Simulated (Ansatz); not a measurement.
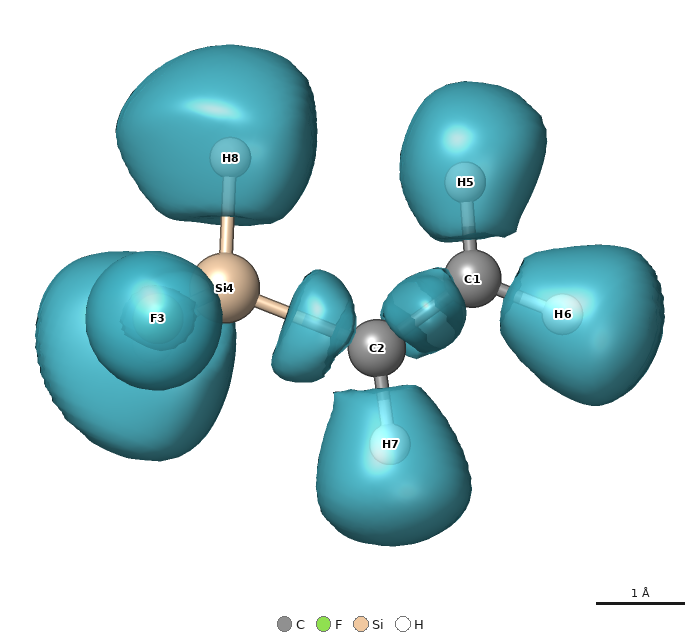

*C₂H₅FSi (SMILES C=C[SiH2]F). Isosurface of the ELF at 0.75 (cyan), seen across its widest extent. Only the valence region is drawn (cores and ρ < 0.01 e/Å³ removed).*

Geometry: BLYP-D3(BJ)/def2-SVP.

The calculation used isolated molecule in a Gaussian basis; Kohn-Sham density functional theory, functional PBE0 (Ansatz).

```xyz
9

C     0.1447   -1.7958   -2.5614
C     0.6673   -0.6257   -2.1342
F     1.9446    0.0424    0.3699
Si    2.2490   -0.5394   -1.1405
H     0.6206   -2.7635   -2.3273
H    -0.7779   -1.8457   -3.1642
H     0.1432    0.3113   -2.3982
H     2.8184   -1.9182   -1.0092
H     3.2343    0.3986   -1.7683
```

Identify the bonds, lone pairs and shells in this picture.

The ELF exceeds this value in one region between bonded C–C atoms (shared pairs), one region between bonded C–Si atoms (shared pairs), five regions around hydrogen nuclei and one region wrapped around F (its lone pairs, merged into a ring or cap). Along the contacts the grid gives the following. C–C (1.35 Å): the ELF peaks at about 0.90 between the atoms, as expected for a covalent bond. Si–F (1.65 Å): the ELF peaks at about 0.85 in the valence shell of F, 0.6 Å from its nucleus, and is about 0.45 at the midpoint.
